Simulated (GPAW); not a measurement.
Band structure of HfSb₄Mo (Cm, 6 atoms in the cell).

```yaml
crystal:
  lattice:
    - [5.15911, -1.83344, 0.00000]
    - [5.15911, 1.83344, 0.00000]
    - [-4.18047, 0.00000, 7.32575]
  atoms:
    - { symbol: Hf, position: [0.15139, 0.15139, 0.19076] }
    - { symbol: Sb, position: [0.85895, 0.85895, 0.47690] }
    - { symbol: Sb, position: [0.15648, 0.15648, 0.54617] }
    - { symbol: Sb, position: [0.39566, 0.39566, 0.09418] }
    - { symbol: Sb, position: [0.59104, 0.59104, 0.88389] }
    - { symbol: Mo, position: [0.84752, 0.84752, 0.80810] }
```

Method of the run: LDA (Perdew-Wang 92), GPAW PAW datasets LDA (gpaw-data 1.0.1) (plane waves; GPAW 25.7.0).

Settings: mode = pw; ecut = 550 eV; xc = LDA; kpts = 4 4 2; mesh shift (steps) = 0 0 0; occupations.name = fermi-dirac; occupations.width = 0.1 eV; nbands = -12; symmetry.symmorphic = false; symmetry.tolerance = 0.0005; maxiter = 120; bandpath_npoints = 40.

The starting cell comes from a database of computed structures (which also holds hypothetical and non-ambient phases and stackings), without a prior relaxation at this level. Its lattice was rescaled by a random factor within 2.5 % of one. Spin-orbit coupling is off. Spin polarisation is off.

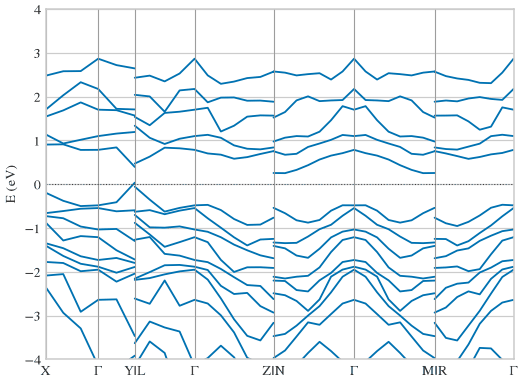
Bands along the path, energies from the Fermi level.

Levels in eV from the Fermi level, bands 40 to 47:
```json
[
 {"point": "X", "40": "-0.88", "41": "-0.73", "42": "-0.66", "43": "-0.20", "44": "0.90", "45": "1.14", "46": "1.54", "47": "1.70"},
 {"point": "Γ", "40": "-1.21", "41": "-1.04", "42": "-0.55", "43": "-0.48", "44": "0.78", "45": "1.10", "46": "1.70", "47": "2.17"},
 {"point": "Y", "40": "-1.72", "41": "-1.30", "42": "-0.60", "43": "0.03", "44": "0.39", "45": "1.19", "46": "1.57", "47": "1.71"},
 {"point": "Z", "40": "-1.91", "41": "-1.69", "42": "-1.25", "43": "-0.77", "44": "0.75", "45": "0.84", "46": "1.56", "47": "1.88"},
 {"point": "M", "40": "-2.11", "41": "-1.41", "42": "-1.33", "43": "-0.54", "44": "0.25", "45": "0.75", "46": "0.97", "47": "1.52"}
]
```

Bands cross the Fermi level along this path, so the cell is metallic at this level.
